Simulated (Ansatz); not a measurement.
Consider C3H9Si (SMILES CC[SiH+]C) (charge +1).

| atom | x (Å) | y (Å) | z (Å) |
| --- | --- | --- | --- |
| C | 0.4023 | 0.7967 | 0.6330 |
| C | 1.5853 | 0.4692 | -0.3418 |
| C | -2.1463 | 2.0989 | -0.9769 |
| Si | -0.5446 | 2.2081 | -0.0785 |
| H | -0.2414 | -0.0781 | 0.7712 |
| H | 0.8065 | 1.0851 | 1.6121 |
| H | 0.0901 | 3.5422 | -0.0285 |
| H | 2.1644 | -0.3477 | 0.0995 |
| H | 1.2378 | 0.1314 | -1.3231 |
| H | 2.2641 | 1.3174 | -0.4750 |
| H | -2.8831 | 2.7500 | -0.4806 |
| H | -2.5446 | 1.0818 | -1.0257 |
| H | -2.0317 | 2.4998 | -1.9951 |

Geometry: B3LYP/6-31G*.

Method: isolated molecule in a Gaussian basis; Kohn-Sham density functional theory, functional PBE0 in Ansatz.

Question: What will maps of the electron density and electron localisation function show?

Answer: C–Si (1.84 Å): ρ at the midpoint is about 1 e/Å³; the ELF peaks at about 0.95 between the atoms; a shared electron pair.
C–H (1.09 Å): ρ at the midpoint is about 2 e/Å³; the ELF climbs to about 1 towards the hydrogen, as it does in any bond to H; an ordinary covalent bond to hydrogen.
Si–H (1.48 Å): the density is about 0.87 e/Å³ at the midpoint; the ELF climbs to about 1 towards the hydrogen.

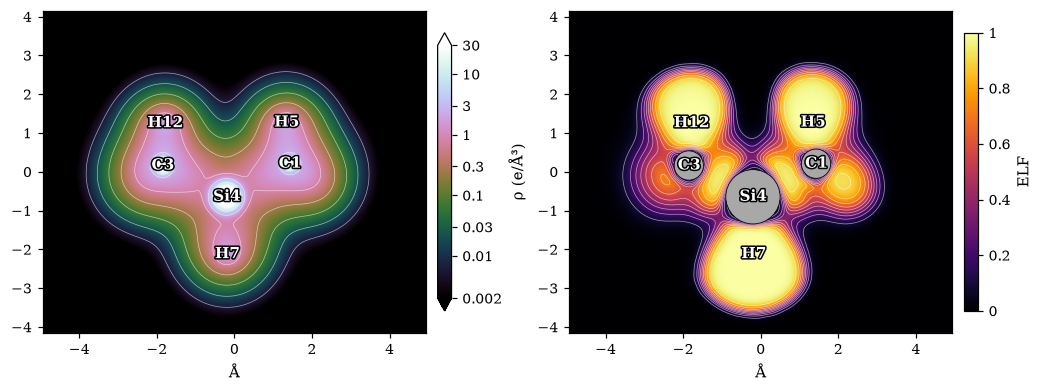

Computed electron density and electron localisation function on the plane of atoms C3, Si4 and H7, in this order. Grey discs cover the atomic cores in the ELF map. 
